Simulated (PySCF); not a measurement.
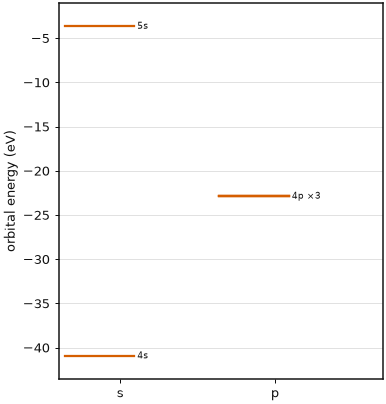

Figure 1. Orbital energies of the mean field, from the top down to −40.9 eV, by angular momentum; ×n counts the orbitals under one label. The highest filled orbital is 5s at −3.65 eV, the lowest empty one d at −1.37 eV.

# Atomic calculation, with input and output: Sr

Sr, configuration 1s2 2s2 2p6 3s2 3p6 3d10 4s2 4p6 5s2, multiplicity 1. Computed at this level: unrestricted BP86, x2c-TZVPall, spin-free X2C-1e, Gaussian nucleus (PySCF).

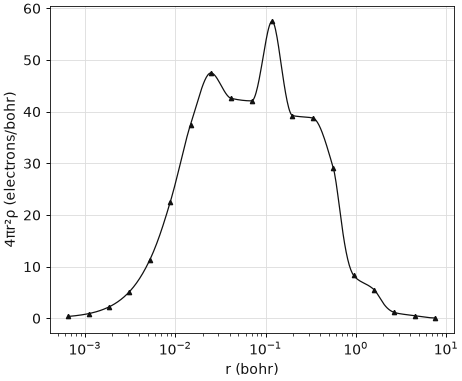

Figure 2. Spherically averaged radial density 4πr²ρ of the mean field; markers are the stored points, which are sparse, and the line is a monotone interpolation between them. The largest stored value is 57.5 electrons/bohr at r = 0.12 bohr. Root-mean-square radii of the shells: 3s 0.527, 3p 0.538, 3d 0.550, 4s 1.45, 4p 1.69, 5s 4.59 bohr.

These pictures come from the run below.

## Input file
```python
from pyscf import gto, scf, dft, mp, cc
import basis_set_exchange as bse
mol = gto.M(atom="Sr 0 0 0", charge=0, spin=0, symmetry="D2h",
            basis=gto.basis.parse(bse.get_basis("x2c-TZVPall", elements=["Sr"], fmt="nwchem", header=False)),
            nucmod="G")
mf = dft.UKS(mol, xc="B88,P86").sfx2c1e()
mf.irrep_nelec = {'Ag': (7, 7), 'B1g': (1, 1), 'B2g': (1, 1), 'B3g': (1, 1), 'B1u': (3, 3), 'B2u': (3, 3), 'B3u': (3, 3)}
mf.kernel()
```

The script is an equivalent of what the driver set up; the driver started from orbitals of its own, so the log can be shorter than this script's would be, and it computed the properties (radii, ⟨L²⟩, response) afterwards. It held the occupations shell by shell, which the script's counts by irreducible representation don't always enforce.

Launched within a batch (the task file carries these settings):
```bash
OMP_NUM_THREADS=1 python <driver script> TASK.json OUT
```

## Output (extracts)
```
damping factor = 0
level_shift factor = 0
DIIS = <class 'pyscf.scf.diis.CDIIS'>
diis_start_cycle = 1
diis_space = 10
diis_damp = 0
SCF conv_tol = 1e-09
SCF conv_tol_grad = None
number electrons alpha = 19  beta = 19
XC functionals = B88,P86
    A. D. Becke.,  Phys. Rev. A 38, 3098 (1988)
    J. P. Perdew.,  Phys. Rev. B 33, 8822 (1986)
cycle= 1 E= -3179.62851325083  delta_E= -0.0111  |g|= 0.0827  |ddm|= 0.642
cycle= 2 E= -3179.62905300872  delta_E= -0.00054  |g|= 0.0405  |ddm|= 0.133
cycle= 3 E= -3179.62917907062  delta_E= -0.000126  |g|= 0.00275  |ddm|= 0.0245
cycle= 4 E= -3179.62918120221  delta_E= -2.13e-06  |g|= 2.93e-05  |ddm|= 0.00607
cycle= 5 E= -3179.62918120298  delta_E= -7.66e-10  |g|= 4.61e-06  |ddm|= 0.000316
converged SCF energy = -3179.62918120298  <S^2> = -3.5527137e-14  2S+1 = 1
```

## Results in brief

- outcome: converged
- total energy: −3179.6292 hartree
- SCF iterations: 5
- hardware: 1 thread of Intel Xeon @ 2.90GHz, 54 GiB of memory available, shared host
- wall time: 0.59 s

## Notes

Radii and densities are those of the two-component orbitals, without the picture-change correction, so the innermost s shells come out slightly too small (about 1 % for 1s near Z = 40, more for heavier atoms).
